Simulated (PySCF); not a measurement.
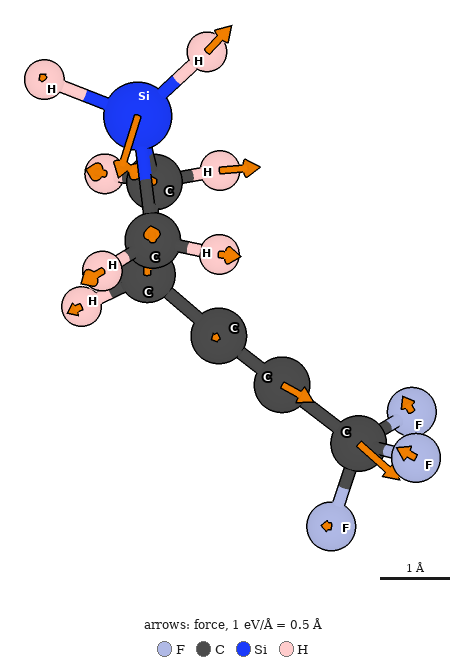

Starting geometry of C6H7F3Si with the computed forces as orange arrows. Style: ball-and-stick. Shown from a free direction.

The start comes from GFN2-xTB. Its atoms were then displaced at random by about 0.01 Å.

Computed with PBE0-D3(BJ)/def2-SVP geometry optimisation, gas phase in PySCF 2.14.0, density-fitted response routines. 

Q: Is this structure relaxed? If not, where do the atoms go?

A: It isn't relaxed: the largest force vector, on the Si atom, is 2.15 eV/Å. The final displacements have little in common with the starting forces (cosine between the two patterns 0.04). The atom that moves furthest after the best rigid fit is an H atom (0.69 Å). Largest moves by element: H 0.69 Å, F 0.29 Å, Si 0.26 Å, C 0.21 Å. Near-neighbour distances that change, for instance: H–Si 1.435 → 1.493 Å, C–Si 1.941 → 1.899 Å, C–H 1.065 → 1.102 Å, C–C 1.421 → 1.452 Å. Among the angles between lasting bonds that change: Si–C–H 118.9° → 123.1°, C–C–Si 90.7° → 86.9°, C–C–C 112.6° → 115.7°. Over 11 geometry steps the energy falls by 24.7 kJ/mol.
